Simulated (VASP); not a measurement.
# Germanium: quasiparticle gap under strain

How does the quasiparticle gap of Germanium follow strain, and does the starting functional get the slope right? The cell has space group Fd-3m. The start is a cell from a database of measured crystal structures.

Method: r2SCAN; plane waves and PAW (Ge_d_GW), in the first sound run; inputs show where later runs differ, in VASP 6.6.1.

## (1) The structure

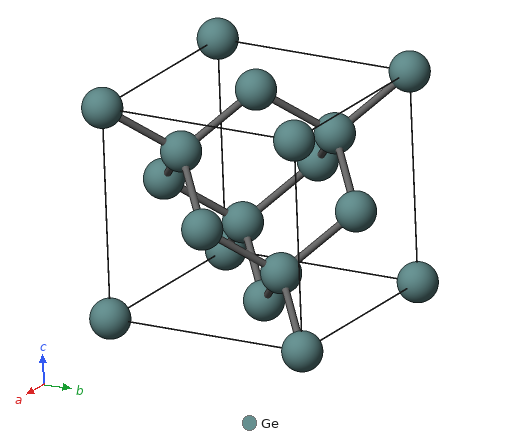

The cell as given, slightly off an axis (germanium teal). This picture shows the conventional cell, with its axes. Bonds to atoms that aren't drawn are left out. Some periodic images of atoms are drawn too.

## (2) Ground state

The orbitals come from a self-consistent r2SCAN run with a tight EDIFF and a narrow smearing. KPOINTS_OPT adds the bands along a path, which shows whether the mesh holds the band edges.

Input file INCAR:

```
SYSTEM = Ge
PREC = Accurate
ENCUT = 400
EDIFF = 1E-08
NELM = 100
ISMEAR = 0
SIGMA = 0.01
LREAL = .FALSE.
ALGO = Normal
METAGGA = R2SCAN
LASPH = .TRUE.
NBANDS = 20
LORBIT = 11
LWAVE = .TRUE.
LCHARG = .FALSE.
KPAR = 8
```

Input file POSCAR:

```
Ge
1.0
    0.0000000000      2.8289100000      2.8289100000
    2.8289100000      0.0000000000      2.8289100000
    2.8289100000      2.8289100000      0.0000000000
Ge
2
Direct
    0.7500000000      0.7500000000      0.7500000000
    0.5000000000      0.5000000000      0.5000000000
```

Input file KPOINTS:

```
Automatic mesh
0
Gamma
6 6 6
0 0 0
```

Input file KPOINTS_OPT:

```
Line mode
12
Line-mode
Reciprocal
  0.00000000   0.00000000   0.00000000 GAMMA
  0.50000000   0.00000000   0.50000000 X

  0.50000000   0.00000000   0.50000000 X
  0.50000000   0.25000000   0.75000000 W

  0.50000000   0.25000000   0.75000000 W
  0.37500000   0.37500000   0.75000000 K

  0.37500000   0.37500000   0.75000000 K
  0.00000000   0.00000000   0.00000000 GAMMA

  0.00000000   0.00000000   0.00000000 GAMMA
  0.50000000   0.50000000   0.50000000 L

  0.50000000   0.50000000   0.50000000 L
  0.62500000   0.25000000   0.62500000 U

  0.62500000   0.25000000   0.62500000 U
  0.50000000   0.25000000   0.75000000 W

  0.50000000   0.25000000   0.75000000 W
  0.50000000   0.50000000   0.50000000 L

  0.50000000   0.50000000   0.50000000 L
  0.37500000   0.37500000   0.75000000 K

  0.62500000   0.25000000   0.62500000 U
  0.50000000   0.00000000   0.50000000 X
```

The projector-augmented-wave data sets are Ge_d_GW (PBE family, release 64).

Run with:

```bash
mpirun -np 8 vasp_std
```

The log of the run:

```text
[banner, memory and clock lines left out]
running    8 mpi-ranks, on    1 nodes
 distrk:  each k-point on    1 cores,    8 groups
 distr:  one band on    1 cores,    1 groups

 POSCAR found type information on POSCAR Ge
 POSCAR found :  1 types and       2 ions
|                                                                             |
|           W    W    AA    RRRRR   N    N  II  N    N   GGGG   !!!           |
|           W    W   A  A   R    R  NN   N  II  NN   N  G    G  !!!           |
|           W    W  A    A  R    R  N N  N  II  N N  N  G       !!!           |
|           W WW W  AAAAAA  RRRRR   N  N N  II  N  N N  G  GGG   !            |
|           WW  WW  A    A  R   R   N   NN  II  N   NN  G    G                |
|           W    W  A    A  R    R  N    N  II  N    N   GGGG   !!!           |
|                                                                             |
|     For optimal performance we recommend to set                             |
|       NCORE = 2 up to number-of-cores-per-socket                            |
|     NCORE specifies how many cores store one orbital (NPAR=cpu/NCORE).      |
|     This setting can greatly improve the performance of VASP for DFT.       |
|     The default, NCORE=1 might be grossly inefficient on modern             |
|     multi-core architectures or massively parallel machines. Do your        |
|     Unfortunately you need to use the default for GW and RPA                |
|     calculations (for HF NCORE is supported but not extensively tested      |
|     yet).                                                                   |
|                                                                             |

|                                                                             |
|               ----> ADVICE to this user running VASP <----                  |
|                                                                             |
|     You enforced a specific xc type in the INCAR file but a different       |
|     [... a line on the potential file left out ...]
|     I HOPE YOU KNOW WHAT YOU ARE DOING!                                     |
|                                                                             |

 LDA part: xc-table for (None), standard interpolation
 POSCAR, INCAR and KPOINTS ok, starting setup
 FFT: planning ... GRIDC
 FFT: planning ... GRID_SOFT
 FFT: planning ... GRID
 WAVECAR not read
 entering main loop
       N       E                     dE             d eps       ncg     rms          rms(c)
DAV:   1     0.210319708450E+03    0.21032E+03   -0.14245E+04   664   0.287E+03
DAV:   2     0.721188429246E+01   -0.20311E+03   -0.19909E+03   660   0.569E+02
DAV:   3    -0.285365965440E+02   -0.35748E+02   -0.35536E+02   736   0.175E+02
DAV:   4    -0.306502119283E+02   -0.21136E+01   -0.21129E+01   740   0.574E+01
DAV:   5    -0.307708354344E+02   -0.12062E+00   -0.12062E+00   860   0.137E+01    0.345E+00
DAV:   6    -0.277237589610E+02    0.30471E+01   -0.47177E-01   780   0.132E+01    0.199E+00
DAV:   7    -0.277139467101E+02    0.98123E-02   -0.16952E-01   856   0.744E+00    0.417E-01
DAV:   8    -0.277113333526E+02    0.26134E-02   -0.10354E-02   852   0.197E+00    0.141E-01
DAV:   9    -0.277113335638E+02   -0.21121E-06   -0.23963E-02   800   0.343E+00    0.999E-02
DAV:  10    -0.277104658323E+02    0.86773E-03   -0.29526E-03   860   0.118E+00    0.354E-02
DAV:  11    -0.277103998762E+02    0.65956E-04   -0.16684E-04   936   0.237E-01    0.210E-02
DAV:  12    -0.277103886438E+02    0.11232E-04   -0.78856E-06   944   0.475E-02    0.155E-02
DAV:  13    -0.277103663870E+02    0.22257E-04   -0.89946E-05   756   0.211E-01    0.209E-03
DAV:  14    -0.277103658445E+02    0.54251E-06   -0.18988E-06   716   0.168E-02    0.131E-03
DAV:  15    -0.277103661002E+02   -0.25573E-06   -0.46726E-08   840   0.276E-03    0.598E-04
DAV:  16    -0.277103662094E+02   -0.10918E-06   -0.11323E-07   764   0.741E-03    0.703E-04
DAV:  17    -0.277103660992E+02    0.11020E-06   -0.82112E-09   432   0.172E-03    0.116E-04
DAV:  18    -0.277103661202E+02   -0.21036E-07   -0.21011E-09   420   0.812E-04    0.537E-05
DAV:  19    -0.277103661405E+02   -0.20325E-07   -0.58787E-10   424   0.425E-04    0.296E-05
DAV:  20    -0.277103661512E+02   -0.10643E-07   -0.49739E-10   416   0.537E-04    0.103E-05
DAV:  21    -0.277103661528E+02   -0.15689E-08   -0.91411E-11   396   0.154E-04
   1 F= -.27710366E+02 E0= -.27710366E+02  d E =-.300512E-21
 Start KPOINTS_OPT (optional k-point list driver)
k-point batch [1-16\120]
       N       E                     dE             ncg
DAV:   1    -0.369957846977E+04   -0.12332E+05      644
DAV:   2    -0.697676178923E+04   -0.32772E+04      644
DAV:   3    -0.754565328056E+04   -0.56889E+03      756
DAV:   4    -0.757680033786E+04   -0.31147E+02      752
DAV:   5    -0.757843238104E+04   -0.16320E+01      828
DAV:   6    -0.757849596116E+04   -0.63580E-01      780
DAV:   7    -0.757849928612E+04   -0.33250E-02      868
DAV:   8    -0.757849943930E+04   -0.15318E-03      784
DAV:   9    -0.757849944756E+04   -0.82621E-05      744
DAV:  10    -0.757849944790E+04   -0.34272E-06      580
DAV:  11    -0.757849944793E+04   -0.25996E-07      528
DAV:  12    -0.757849944793E+04   -0.39199E-08      468
[...]
k-point batch [113-120\120]
       N       E                     dE             ncg
DAV:   1     0.537982371900E+04   -0.93471E+04      320
DAV:   2     0.376430625839E+04   -0.16155E+04      320
DAV:   3     0.349409444033E+04   -0.27021E+03      380
DAV:   4     0.347981856483E+04   -0.14276E+02      376
DAV:   5     0.347909710117E+04   -0.72146E+00      412
DAV:   6     0.347906654781E+04   -0.30553E-01      376
DAV:   7     0.347906467203E+04   -0.18758E-02      420
DAV:   8     0.347906455587E+04   -0.11616E-03      372
DAV:   9     0.347906454803E+04   -0.78334E-05      360
DAV:  10     0.347906454759E+04   -0.44476E-06      320
DAV:  11     0.347906454756E+04   -0.31152E-07      312
DAV:  12     0.347906454756E+04   -0.17708E-08      236
 writing wavefunctions
```

Run time: 39 s. Hardware: 8 MPI ranks of Intel Xeon Platinum 8488C (Sapphire Rapids), shared host; peak memory 1.4 GiB; 5.1 min of CPU time.

The logs omit lines about the potential files and the build; timing stands in the text.

OUTCAR, selected parts (step 2):

```text
ion  position               nearest neighbor table
   1  0.750  0.750  0.750-   2 2.45   2 2.45   2 2.45   2 2.45
   2  0.500  0.500  0.500-   1 2.45   1 2.45   1 2.45   1 2.45

  LATTYP: Found a face centered cubic cell.
 ALAT       =     5.6578200000

 Subroutine GETGRP returns: Found 48 space group operations
 (whereof 24 operations were pure point group operations)

The static configuration has the point symmetry T_d .
 The point group associated with its full space group is O_h .

 Found     16 irreducible k-points:

   k-points           NKPTS =     16   k-points in BZ     NKDIM =     16   number of bands    NBANDS=     20

   dimension x,y,z NGX =    28 NGY =   28 NGZ =   28
   dimension x,y,z NGXF=    56 NGYF=   56 NGZF=   56

   ENCUT  =  400.0 eV  29.40 Ry    5.42 a.u.   6.52  6.52  6.52*2*pi/ulx,y,z

   NELECT =      28.0000    total number of electrons

 k-points in reciprocal lattice and weights: Automatic mesh
   0.00000000  0.00000000  0.00000000       0.005
   0.16666667  0.00000000  0.00000000       0.037
   0.33333333  0.00000000  0.00000000       0.037
   0.50000000  0.00000000  0.00000000       0.019
   0.16666667  0.16666667  0.00000000       0.028
   0.33333333  0.16666667  0.00000000       0.111
   0.50000000  0.16666667  0.00000000       0.111
  -0.33333333  0.16666667  0.00000000       0.111
  -0.16666667  0.16666667  0.00000000       0.056
[...]
-0.33333333  0.33333333  0.16666667       0.111
  -0.33333333  0.50000000  0.16666667       0.056

 average (electrostatic) potential at core
       1 -36.8949       2 -36.8949

 E-fermi :   2.8134

 k-point     1 :       0.0000    0.0000    0.0000
  band No.  band energies     occupation
    ...
     10     -22.4948      2.00000
     11     -10.5660      2.00000
     12       2.7499      2.00000
     13       2.7501      2.00000
     14       2.7501      2.00000
     15       3.1778      0.00000
     16       5.4632      0.00000
     17       5.4634      0.00000
     18       5.4634      0.00000
     19       9.8130      0.00000
    ...

 k-point     2 :       0.1667    0.0000    0.0000
  band No.  band energies     occupation
    ...
     10     -22.4827      2.00000
     11     -10.2128      2.00000
     12      -0.4524      2.00000
     13       2.1965      2.00000
     14       2.1967      2.00000
     15       3.9840      0.00000
     16       6.1978      0.00000
     17       6.1979      0.00000
     18       7.2776      0.00000
     19      11.1920      0.00000
    ...

 k-point     3 :       0.3333    0.0000    0.0000
  band No.  band energies     occupation
    ...
     10     -22.4735      2.00000
     11      -9.2328      2.00000
     12      -3.5380      2.00000
     13       1.5097      2.00000
     14       1.5099      2.00000
     15       3.4353      0.00000
     16       6.7788      0.00000
     17       6.7789      0.00000
     18      10.2894      0.00000
     19      11.2302      0.00000
    ...

  Total        0.0667577      0.0667577      0.0667577     -0.0000000     -0.0000000     -0.0000000
  in kB        2.3622427      2.3622427      2.3622427     -0.0000000     -0.0000000     -0.0000000
  external PRESSURE =       2.3622427 kB  Pullay stress =       0.0000000 kB

  energy-cutoff  :      400.00
  volume of cell :       45.28
      direct lattice vectors                 reciprocal lattice vectors
     0.000000000  2.828910000  2.828910000    -0.176746521  0.176746521  0.176746521
     2.828910000  0.000000000  2.828910000     0.176746521 -0.176746521  0.176746521
     2.828910000  2.828910000  0.000000000     0.176746521  0.176746521 -0.176746521

 POSITION                                       TOTAL-FORCE (eV/Angst)
 -----------------------------------------------------------------------------------
      4.24336      4.24336      4.24336        -0.000000      0.000000      0.000000
      2.82891      2.82891      2.82891         0.000000     -0.000000     -0.000000
 -----------------------------------------------------------------------------------
    total drift:                                0.000000      0.000000      0.000000

  FREE ENERGIE OF THE ION-ELECTRON SYSTEM (eV)
  ---------------------------------------------------
  free  energy   TOTEN  =       -27.7103661528 eV

  energy  without entropy=      -27.7103661528  energy(sigma->0) =      -27.71036615

 total charge
# of ion       s       p       d       tot
------------------------------------------
    1        1.060   1.243   9.972  12.275
    2        1.060   1.243   9.972  12.275
--------------------------------------------------
tot          2.120   2.486  19.945  24.550

[... 3 further parts left out ...]
```

The PAW data sets were made with PBE, which is usual practice but a small mismatch for other functionals.

This step gave:

- free energy (TOTEN): -27.71 eV
- Fermi energy: 2.813 eV
- pressure: 0.2362 GPa
- least gap on mesh and path: 0.4277 eV
- least direct gap on mesh and path: 0.4277 eV

The highest empty bands on the path are converged less tightly, to about 0.1 eV. Electronic bands along the path, in eV, zero at the valence-band top; v1 is the highest filled band, c1 the lowest empty one:

| point | v3 | v2 | v1 | c1 | c2 | c3 | c4 |
| --- | --- | --- | --- | --- | --- | --- | --- |
| Γ | 0.00 | 0.00 | 0.00 | 0.43 | 2.71 | 2.71 | 2.71 |
| X | -9.22 | -3.24 | -3.24 | 0.98 | 0.98 | 10.10 | 10.10 |
| W | -9.12 | -4.07 | -4.07 | 4.69 | 4.69 | 5.07 | 5.07 |
| K | -8.60 | -4.52 | -2.78 | 1.40 | 4.43 | 7.72 | 7.83 |
| Γ | 0.00 | 0.00 | 0.00 | 0.43 | 2.71 | 2.71 | 2.71 |
| L | -7.88 | -1.49 | -1.49 | 0.46 | 4.01 | 4.01 | 7.65 |
| U | -8.60 | -4.52 | -2.78 | 1.40 | 4.43 | 7.72 | 7.83 |
| W | -9.12 | -4.07 | -4.07 | 4.69 | 4.69 | 5.07 | 5.07 |
| L | -7.88 | -1.49 | -1.49 | 0.46 | 4.01 | 4.01 | 7.65 |
| K | -8.60 | -4.52 | -2.78 | 1.40 | 4.43 | 7.72 | 7.83 |
| jump to U | -8.60 | -4.52 | -2.78 | 1.40 | 4.43 | 7.72 | 7.83 |
| X | -9.22 | -3.24 | -3.24 | 0.98 | 0.98 | 10.10 | 10.10 |

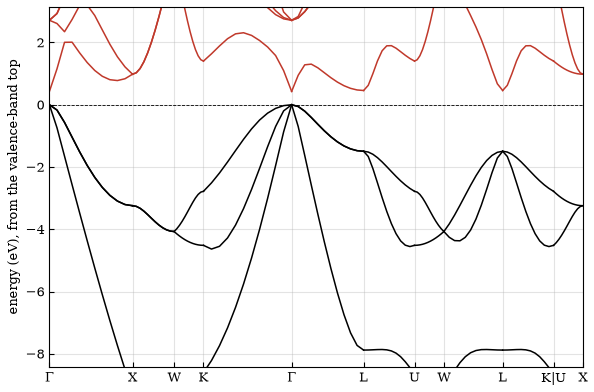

Electronic bands along the path; lines of filled and empty bands in two colours.

The cell has a gap of 0.428 eV on mesh and path. Spin-orbit coupling is left out, which can shift or reorder these edges.

## (3) Empty bands

The next step needs empty bands that the ground-state run didn't converge, so the Hamiltonian is diagonalised exactly for NBANDS bands, in a single step. LOPTICS writes the k-derivatives of the orbitals (WAVEDER), which give the long-wavelength limit of the screening.

Input file INCAR:

```
SYSTEM = Ge
PREC = Accurate
ENCUT = 400
ISMEAR = 0
SIGMA = 0.01
LREAL = .FALSE.
METAGGA = R2SCAN
LASPH = .TRUE.
NBANDS = 192
ALGO = Exact
NELM = 1
LWAVE = .TRUE.
LCHARG = .FALSE.
LOPTICS = .TRUE.
NEDOS = 1000
CSHIFT = 0.1
```

POSCAR is that of step 2.

KPOINTS is that of step 2.

Run with:

```bash
mpirun -np 8 vasp_std
```

The log of the run:

```text
[banner, memory and clock lines left out]
running    8 mpi-ranks, on    1 nodes
 distrk:  each k-point on    8 cores,    1 groups
 distr:  one band on    1 cores,    8 groups

 POSCAR found type information on POSCAR Ge
 POSCAR found :  1 types and       2 ions
 [... a notice as in an earlier step ...]

 [... a notice as in an earlier step ...]

 LDA part: xc-table for (None), standard interpolation
 found WAVECAR, reading the header
  number of bands has changed, file:    20 present:   192
  trying to continue reading WAVECAR, but it might fail
 POSCAR, INCAR and KPOINTS ok, starting setup
 FFT: planning ... GRIDC
 FFT: planning ... GRID_SOFT
 FFT: planning ... GRID
 reading WAVECAR
 random initialization beyond band           20
 the WAVECAR file was read successfully
 initial charge from wavefunction
 entering main loop
       N       E                     dE             d eps       ncg     rms          rms(c)
DIA:   1    -0.277103661553E+02   -0.27710E+02    0.00000E+00     0   0.000E+00
   1 F= -.27710366E+02 E0= -.27710366E+02  d E =-.761214-154
 writing wavefunctions
 optical routines
 imaginary and real dielectric function
 direction            1
 direction            2
 direction            3
```

It took 14 s on 8 MPI ranks; peak memory 1.2 GiB; 1.7 min of CPU time.

OUTCAR, selected parts (step 3):

```text
 Found     16 irreducible k-points:

   k-points           NKPTS =     16   k-points in BZ     NKDIM =     16   number of bands    NBANDS=    192

   NELECT =      28.0000    total number of electrons

 E-fermi :   2.9359

 k-point     1 :       0.0000    0.0000    0.0000
  band No.  band energies     occupation
    ...
     10     -22.4947      2.00000
     11     -10.5660      2.00000
     12       2.7499      2.00000
     13       2.7501      2.00000
     14       2.7501      2.00000
     15       3.1778      0.00000
     16       5.4632      0.00000
     17       5.4634      0.00000
     18       5.4634      0.00000
     19       9.8130      0.00000
    ...

  Total        0.0664329      0.0664329      0.0664329      0.0000000      0.0000000      0.0000000
  in kB        2.3507503      2.3507503      2.3507503      0.0000000      0.0000000      0.0000000
  external PRESSURE =       2.3507503 kB  Pullay stress =       0.0000000 kB

 POSITION                                       TOTAL-FORCE (eV/Angst)
 -----------------------------------------------------------------------------------
      4.24336      4.24336      4.24336         0.000000     -0.000000      0.000000
      2.82891      2.82891      2.82891        -0.000000      0.000000     -0.000000
 -----------------------------------------------------------------------------------
    total drift:                                0.000000      0.000000      0.000000

  FREE ENERGIE OF THE ION-ELECTRON SYSTEM (eV)
  ---------------------------------------------------
  free  energy   TOTEN  =       -27.7103661553 eV

  energy  without entropy=      -27.7103661553  energy(sigma->0) =      -27.71036616

 plasma frequency squared (from intraband transitions) (eV^2)
  --------------------------------------------------------------------------------------
       0.000       0.000       0.000
       0.000       0.000       0.000
       0.000       0.000       0.000

[... 14 parts as in an earlier step ...]
```

WAVECAR now holds 192 bands for 28 electrons. Its independent-particle dielectric tensor has xx, yy, zz = 99.0, 99.0, 99.0 on this mesh, which isn't tested for convergence in mesh or bands and lacks local fields. A value this large is set by the few k points at the smallest gap, and it enters the screening of any GW step.

(Continued in part 2 of 4.)

[Lines on the potential files, build, host, timing and source positions are cut from VASP's logs without a mark.]

[Logs are printed without paths, hosts, clocks, repeated set-up lines and the standing remarks that a program may print on its own settings, such as how far it seeks lower states.]

[Hosts, paths, dates, database ids (printed as entryN), source tags and the programs' standing remarks are cut or masked in the printed files.]

[Pressures printed for these runs are not shown converged in the cutoff: they can be off by several GPa and have the wrong sign.]
